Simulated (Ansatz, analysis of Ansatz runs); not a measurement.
# MgH2 (P4_2/mnm), nudged elastic band: V_H hop (2.7 Å) (q = +1)

Aim: the barrier of one jump in MgH2 (P4_2/mnm) at charge +1: V_H hop (2.7 Å). The model is a cell of 72 host atoms with 1 H taken out; H is the atom that moves.

Program: Ansatz 0.2.0. Level of theory: plane-wave PAW DFT, PBEsol; nudged elastic band between two relaxed defect structures at fixed charge in a uniform background. Results are calculated unless marked as measured.

## Step 1: Set-up

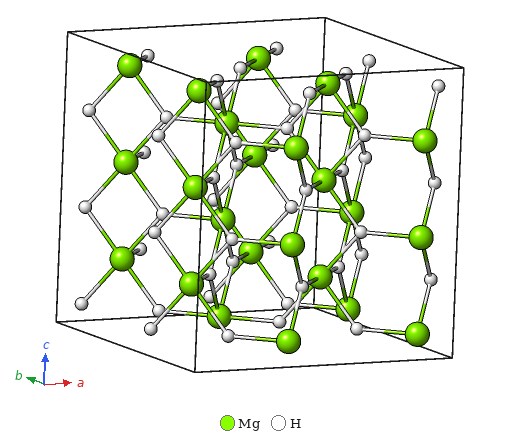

Start, viewed from a free direction; magnesium green, hydrogen white.

The cell holds 71 atoms: 24 Mg and 47 H. Cell: a = 8.954 Å, b = 8.954 Å, c = 9.023 Å, α = 90.0°, β = 90.0°, γ = 90.0°. It derives from MgH2 (space group P4_2/mnm). Nearest the centre at fractional (0.375, 0.723, 0.583): Mg25 at 1.37 Å, H32 at 1.37 Å, H34 at 2.22 Å, Mg67 at 2.41 Å, H27 at 2.53 Å, Mg30 at 2.53 Å, H33 at 2.53 Å, H65 at 2.67 Å. The cell carries charge +1.

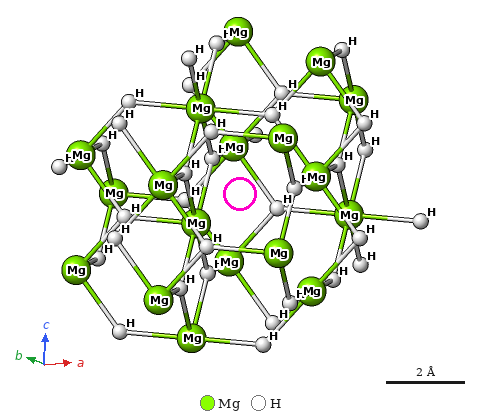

The atoms within 5 Å of the centre. A ring marks the centre wherever it is empty.

The cell's shortest repeat is 9.0 Å.

## Step 2: Relaxation of the start point, charge +1

A barrier is counted from a minimum, so both ends are relaxed first. Small random displacements break the symmetry of the ideal sites, so that the defect can distort if it gains by it. The charge of +1 is set by the electron count, and a uniform background keeps the cell neutral.

File qp1_c72k1s.start/input.yaml:

```yaml
crystal:
  lattice:
    - [8.95437022, 0.0, 0.0]
    - [0.0, 8.95437022, 0.0]
    - [0.0, 0.0, 9.02322147]
  atoms:
    - { symbol: Mg, position: [0.25, 0.25, 0.16666667] }
    - { symbol: Mg, position: [0.0, 0.0, 0.0] }
    - { symbol: H, position: [0.34777186, 0.34777186, 0.0] }
    - { symbol: H, position: [0.40222814, 0.09777186, 0.16666667] }
    - { symbol: H, position: [0.15222814, 0.15222814, 0.0] }
    - { symbol: H, position: [0.09777186, 0.40222814, 0.16666667] }
    - { symbol: Mg, position: [0.25, 0.25, 0.5] }
    - { symbol: Mg, position: [0.0, 0.0, 0.33333333] }
    - { symbol: H, position: [0.34777186, 0.34777186, 0.33333333] }
    - { symbol: H, position: [0.40222814, 0.09777186, 0.5] }
    - { symbol: H, position: [0.15222814, 0.15222814, 0.33333333] }
    - { symbol: H, position: [0.09777186, 0.40222814, 0.5] }
    - { symbol: Mg, position: [0.25, 0.25, 0.83333333] }
    - { symbol: Mg, position: [0.0, 0.0, 0.66666667] }
    - { symbol: H, position: [0.34777186, 0.34777186, 0.66666667] }
    - { symbol: H, position: [0.40222814, 0.09777186, 0.83333333] }
    - { symbol: H, position: [0.15222814, 0.15222814, 0.66666667] }
    - { symbol: H, position: [0.09777186, 0.40222814, 0.83333333] }
    - { symbol: Mg, position: [0.25, 0.75, 0.16666667] }
    - { symbol: Mg, position: [0.0, 0.5, 0.0] }
    - { symbol: H, position: [0.34777186, 0.84777186, 0.0] }
    - { symbol: H, position: [0.40222814, 0.59777186, 0.16666667] }
    - { symbol: H, position: [0.15222814, 0.65222814, 0.0] }
    - { symbol: H, position: [0.09777186, 0.90222814, 0.16666667] }
    - { symbol: Mg, position: [0.25, 0.75, 0.5] }
    - { symbol: Mg, position: [0.0, 0.5, 0.33333333] }
    - { symbol: H, position: [0.34777186, 0.84777186, 0.33333333] }
    - { symbol: H, position: [0.15222814, 0.65222814, 0.33333333] }
    - { symbol: H, position: [0.09777186, 0.90222814, 0.5] }
    - { symbol: Mg, position: [0.25, 0.75, 0.83333333] }
    - { symbol: Mg, position: [0.0, 0.5, 0.66666667] }
    - { symbol: H, position: [0.34777186, 0.84777186, 0.66666667] }
    - { symbol: H, position: [0.40222814, 0.59777186, 0.83333333] }
    - { symbol: H, position: [0.15222814, 0.65222814, 0.66666667] }
    - { symbol: H, position: [0.09777186, 0.90222814, 0.83333333] }
    - { symbol: Mg, position: [0.75, 0.25, 0.16666667] }
    - { symbol: Mg, position: [0.5, 0.0, 0.0] }
    - { symbol: H, position: [0.84777186, 0.34777186, 0.0] }
    - { symbol: H, position: [0.90222814, 0.09777186, 0.16666667] }
    - { symbol: H, position: [0.65222814, 0.15222814, 0.0] }
    - { symbol: H, position: [0.59777186, 0.40222814, 0.16666667] }
    - { symbol: Mg, position: [0.75, 0.25, 0.5] }
    - { symbol: Mg, position: [0.5, 0.0, 0.33333333] }
    - { symbol: H, position: [0.84777186, 0.34777186, 0.33333333] }
    - { symbol: H, position: [0.90222814, 0.09777186, 0.5] }
    - { symbol: H, position: [0.65222814, 0.15222814, 0.33333333] }
    - { symbol: H, position: [0.59777186, 0.40222814, 0.5] }
    - { symbol: Mg, position: [0.75, 0.25, 0.83333333] }
    - { symbol: Mg, position: [0.5, 0.0, 0.66666667] }
    - { symbol: H, position: [0.84777186, 0.34777186, 0.66666667] }
    - { symbol: H, position: [0.90222814, 0.09777186, 0.83333333] }
    - { symbol: H, position: [0.65222814, 0.15222814, 0.66666667] }
    - { symbol: H, position: [0.59777186, 0.40222814, 0.83333333] }
    - { symbol: Mg, position: [0.75, 0.75, 0.16666667] }
    - { symbol: Mg, position: [0.5, 0.5, 0.0] }
    - { symbol: H, position: [0.84777186, 0.84777186, 0.0] }
    - { symbol: H, position: [0.90222814, 0.59777186, 0.16666667] }
    - { symbol: H, position: [0.65222814, 0.65222814, 0.0] }
    - { symbol: H, position: [0.59777186, 0.90222814, 0.16666667] }
    - { symbol: Mg, position: [0.75, 0.75, 0.5] }
    - { symbol: Mg, position: [0.5, 0.5, 0.33333333] }
    - { symbol: H, position: [0.84777186, 0.84777186, 0.33333333] }
    - { symbol: H, position: [0.90222814, 0.59777186, 0.5] }
    - { symbol: H, position: [0.65222814, 0.65222814, 0.33333333] }
    - { symbol: H, position: [0.59777186, 0.90222814, 0.5] }
    - { symbol: Mg, position: [0.75, 0.75, 0.83333333] }
    - { symbol: Mg, position: [0.5, 0.5, 0.66666667] }
    - { symbol: H, position: [0.84777186, 0.84777186, 0.66666667] }
    - { symbol: H, position: [0.90222814, 0.59777186, 0.83333333] }
    - { symbol: H, position: [0.65222814, 0.65222814, 0.66666667] }
    - { symbol: H, position: [0.59777186, 0.90222814, 0.83333333] }
total_charge: 1
basis:
  ecutwfc: 420
  xc_grid: 2
hamiltonian:
  xc: pbesol
kpoints:
  mp_grid: { grid: [1, 1, 1], shift: [0.25, 0.25, 0.25] }
scf:
  occupations: { method: fixed }
  max_iter: 150
output:
  forces: true
relax:
  f_tol: 0.02
  max_steps: 70
  random_displacement: { amplitude: 0.03, seed: 3918 }
```

Launch:

```
$ ansatz run input.yaml --threads 32 --pin off --max-ram 84787MiB --backend cuda --events-out ev --progress --plain --runs-dir out --max-vram 78GiB
```

Numbers of over 12 decimals in the logs are rounded to 6 here.

Log:

```text
[... repeated set-up lines and file paths are left out, and long positions are rounded to six places ...]
The last accepted step is kept in <dir> (removed where the run ends without a failure and the disk answers)
Engine: ansatz 0.2.0, aarch64-unknown-linux-gnu
Pseudopotentials: kind: paw
Pseudopotential: Mg, paw, valence charge 10, recommended cutoff 420 eV (normal), Mg.paw.azcp
Pseudopotential: H, paw, valence charge 1, recommended cutoff 420 eV (normal), H.paw.azcp
Functional definition: PBEsol
  exchange = pbesol_x
  correlation = pbesol_c
[...]
Crystal: 71 atoms, lattice volume = 723.489 Å³
Basis set: ecut = 420 eV, 14111 PW (Γ), exchange–correlation on 120×120×128 points (8 copies of the dense FFT grid, shifted against one another)
Bands: 214, of which v1, the nominal top of the filled ones, is band 143 counted from 1 (142 counted from 0)
Symmetry: 1 space group operations
k-points: 1
Non-local potential: Mg, projectors of the file, l = 0: 3, l = 1: 2, l = 2: 1
Non-local potential: H, projectors of the file, l = 0: 2, l = 1: 1
PAW form: soft (Blöchl's): semilocal exchange-correlation on the pseudo side does not see the compensation charge
PAW frozen core: Mg, regenerated for the run's functional, and the local potential with it (the file was generated under x = pbe(κ = 0.804, μ = 0.219515), c = pbe(β = 0.066725))
PAW one-centre angular grid: Mg, 110 points (default); XC on 64 Gauss nodes
PAW one-centre angular grid: H, 110 points (default); XC on 64 Gauss nodes
Initial density: superposition of atomic densities (neutral atoms scaled as one to the charged cell's electrons: chi_scale 0, normalization atom), corrected by the library's trained network
Initial wavefunctions: pseudopotential atomic-orbital guess
[...]
Functional: x = pbesol(κ = 0.804, μ = 0.123457), c = pbesol(β = 0.046)
SCF iter   1: F=—  HF=-46640.549637 eV  |F-HF|=—  |Δ(HF+E_count)|=         —  Δρ=1.07e-2  dr2=1.08e0  ethr=1.77e-3  ⟨swp⟩=5.0  Hψ=604  notcnv=0  defer=68
preconditioner: auto → Resta (q_TF=auto, 2.337 Å⁻¹)  ε∞=2.6  [insulator: Δε(μ)=2.111 eV  Ē_g=10.482 eV  n_scr=170 (ndim 8)  ℏωp=13.4 eV  f_vac=0.000  ε∞_Penn≈2.6]
SCF iter   2: F=—  HF=-46640.226709 eV  |F-HF|=—  |Δ(HF+E_count)|=   3.23e-1  Δρ=5.10e-3  dr2=2.57e-1  ethr=3.76e-4  ⟨swp⟩=2.0  Hψ=224  notcnv=0  defer=69
SCF iter   3: F=—  HF=-46640.136970 eV  |F-HF|=—  |Δ(HF+E_count)|=   8.97e-2  Δρ=7.45e-4  dr2=5.95e-3  ethr=8.99e-5  ⟨swp⟩=3.0  Hψ=200  notcnv=0  defer=38
automatic band count: iteration 3 solves 183 bands in place of 214: the levels show a gap, and the empty bands left out lie too high to hold charge; the band table lists the bands solved (type scf.n_extra_bands for more)
SCF iter   4: F=—  HF=-46640.138189 eV  |F-HF|=—  |Δ(HF+E_count)|=   1.22e-3  Δρ=1.83e-4  dr2=2.82e-4  ethr=2.08e-6  ⟨swp⟩=2.0  Hψ=304  notcnv=0  defer=38
[...]
SCF iter   6: F=-46640.138233 eV  HF=-46640.138233 eV  |F-HF|=3.74e-8  |Δ(HF+E_count)|=   1.95e-6  Δρ=9.25e-6  dr2=8.64e-7  ethr=3.32e-9  ⟨swp⟩=2.0  Hψ=600  notcnv=0
SCF 1 converged in 6 iterations: F = -46640.138233 eV  dr2 = 8.64e-7
  greatest PAW one-centre occupation: 1.000 electrons in one spin orbital (limit 2), on the Mg atom at site 54 (counted from 0), in its partial waves of l = 0
relax step   1: F+E_penalty+E_count = -46640.13823333 eV  Δ(F+E_penalty+E_count) = +0.000e0 eV  max|allowed force component| = 1.400e0 eV/Å  Δτ_max = 0.0000 Å  (6 SCF iters, dr2 threshold 1.00e-5 eV, accepted)
[... the SCF cycles and remarks between the steps are left out from here to the last step ...]
relax step   2: F+E_penalty+E_count = -46640.90014132 eV  Δ(F+E_penalty+E_count) = -7.619e-1 eV  max|allowed force component| = 2.435e-1 eV/Å  Δτ_max = 0.1948 Å  (5 SCF iters, dr2 threshold 1.00e-4 eV, accepted)
relax step   3: F+E_penalty+E_count = -46641.07037473 eV  Δ(F+E_penalty+E_count) = -1.702e-1 eV  max|allowed force component| = 6.199e-2 eV/Å  Δτ_max = 0.1320 Å  (6 SCF iters, dr2 threshold 3.71e-6 eV, accepted)
[...]
SCF 4 converged in 5 iterations: F = -46641.078304 eV  dr2 = 4.60e-8
relax step   4: F+E_penalty+E_count = -46641.07830405 eV  Δ(F+E_penalty+E_count) = -7.929e-3 eV  max|allowed force component| = 7.590e-3 eV/Å  Δτ_max = 0.0279 Å  (5 SCF iters, accepted)
SCF converged after 5 iterations
[...]
- { symbol: H, position: [0.345765, 0.357753, 0.663421] }
    - { symbol: H, position: [0.400321, 0.097969, 0.831986] }
    - { symbol: H, position: [0.151650, 0.153475, 0.667027] }
    - { symbol: H, position: [0.098347, 0.404381, 0.832202] }
    - { symbol: Mg, position: [0.254042, 0.746208, 0.168300] }
    - { symbol: Mg, position: [-0.000264, 0.501713, 7.699879923079054e-5] }
    - { symbol: H, position: [0.349437, 0.844430, -3.0134168419396054e-5] }
    - { symbol: H, position: [0.406362, 0.594273, 0.170648] }
    - { symbol: H, position: [0.155828, 0.650579, -8.443626474220346e-5] }
    - { symbol: H, position: [0.101176, 0.899222, 0.172310] }
    - { symbol: Mg, position: [0.228210, 0.772018, 0.499953] }
    - { symbol: Mg, position: [-0.001133, 0.500448, 0.333628] }
    - { symbol: H, position: [0.353859, 0.839600, 0.341410] }
    - { symbol: H, position: [0.160697, 0.646364, 0.340879] }
    - { symbol: H, position: [0.085815, 0.913918, 0.499941] }
    - { symbol: Mg, position: [0.253917, 0.746088, 0.831559] }
    - { symbol: Mg, position: [-0.000953, 0.500188, 0.666352] }
    - { symbol: H, position: [0.353591, 0.839793, 0.659094] }
    - { symbol: H, position: [0.405949, 0.593875, 0.829254] }
    - { symbol: H, position: [0.160875, 0.646051, 0.658414] }
    - { symbol: H, position: [0.100719, 0.898788, 0.827592] }
    - { symbol: Mg, position: [0.754278, 0.245593, 0.163836] }
    - { symbol: Mg, position: [0.498413, 0.000410, -0.000151] }
    - { symbol: H, position: [0.851616, 0.346170, 0.000368] }
    - { symbol: H, position: [0.904152, 0.095947, 0.163262] }
    - { symbol: H, position: [0.654075, 0.148428, -0.000256] }
    - { symbol: H, position: [0.603560, 0.396345, 0.152783] }
    - { symbol: Mg, position: [0.750534, 0.249705, 0.500045] }
    - { symbol: Mg, position: [0.499966, 0.001163, 0.333577] }
    - { symbol: H, position: [0.839865, 0.353211, 0.333043] }
    - { symbol: H, position: [0.899774, 0.100568, 0.499962] }
    - { symbol: H, position: [0.648011, 0.158963, 0.332810] }
    - { symbol: H, position: [0.591225, 0.408761, 0.499951] }
    - { symbol: Mg, position: [0.754557, 0.245858, 0.836285] }
    - { symbol: Mg, position: [0.499760, 0.001363, 0.666296] }
    - { symbol: H, position: [0.841103, 0.352278, 0.667295] }
    - { symbol: H, position: [0.904355, 0.096133, 0.836673] }
    - { symbol: H, position: [0.647130, 0.160215, 0.666993] }
    - { symbol: H, position: [0.603680, 0.396466, 0.847131] }
    - { symbol: Mg, position: [0.749181, 0.751558, 0.166236] }
    - { symbol: Mg, position: [0.496531, 0.503551, -5.5750301221720046e-5] }
    - { symbol: H, position: [0.849381, 0.847518, 0.000135] }
    - { symbol: H, position: [0.902333, 0.599998, 0.167938] }
    - { symbol: H, position: [0.651406, 0.653183, -0.000152] }
    - { symbol: H, position: [0.595703, 0.901786, 0.167730] }
    - { symbol: Mg, position: [0.749678, 0.753650, 0.500122] }
    - { symbol: Mg, position: [0.518711, 0.481263, 0.317154] }
    - { symbol: H, position: [0.846431, 0.848592, 0.332905] }
    - { symbol: H, position: [0.901941, 0.601108, 0.500102] }
    - { symbol: H, position: [0.642340, 0.654286, 0.336561] }
    - { symbol: H, position: [0.600999, 0.908688, 0.500108] }
    - { symbol: Mg, position: [0.749369, 0.751780, 0.833772] }
    - { symbol: Mg, position: [0.518805, 0.481363, 0.682725] }
    - { symbol: H, position: [0.846005, 0.849272, 0.667179] }
    - { symbol: H, position: [0.902579, 0.600031, 0.832091] }
    - { symbol: H, position: [0.643236, 0.653837, 0.663724] }
    - { symbol: H, position: [0.595788, 0.902165, 0.831975] }
```

Elapsed: 1.6 s, on 1 × NVIDIA GB200 with 32 threads of Arm Neoverse V2, shared host; peak memory 1.2 GiB.

Relaxation path:

```
step  energy less that of the first step (eV)  largest force component (eV/Å)
   1                                   0.0000                          1.4004
   2                                  -0.7619                          0.2435
   3                                  -0.9321                          0.0620
   4                                  -0.9401                          0.0076
```

The atoms that moved most (Å, from the sites as typed, ahead of the random displacement):

```
atom      dx      dy      dz  length
Mg61   0.168  -0.169  -0.146   0.279
Mg67   0.169  -0.168   0.145   0.279
Mg25  -0.195   0.196   0.000   0.276
 H29  -0.107   0.103   0.000   0.148
 H41   0.052  -0.054  -0.125   0.146
 H53   0.053  -0.053   0.125   0.146
 H34   0.078  -0.057  -0.074   0.122
 H27   0.055  -0.075   0.073   0.118
```

Neighbours of H32 at the end:

```
atom  distance (Å)
Mg25         1.921
Mg49         1.952
Mg30         1.980
 H34         2.447
 H65         2.710
 H33         2.725
 H71         2.729
 H10         2.755
 H35         2.778
```

Read from the output:

- free energy: -46641.0783 eV
- r.m.s. move of the farther half of the atoms: 0.04854 Å
- largest move from the ideal geometry of this structure, a common shift of the far atoms taken out: 0.2825 Å

The relaxation gained 0.940 eV and ended with a largest force component of 0.0076 eV/Å.

[end of part 1 of 3]

[Logs are printed without paths, hosts, clocks, repeated set-up lines and the standing remarks that a program may print on its own settings, such as how far it seeks lower states.]

[Hosts, paths, dates, database ids (printed as entryN), source tags and the programs' standing remarks are cut or masked in the printed files.]
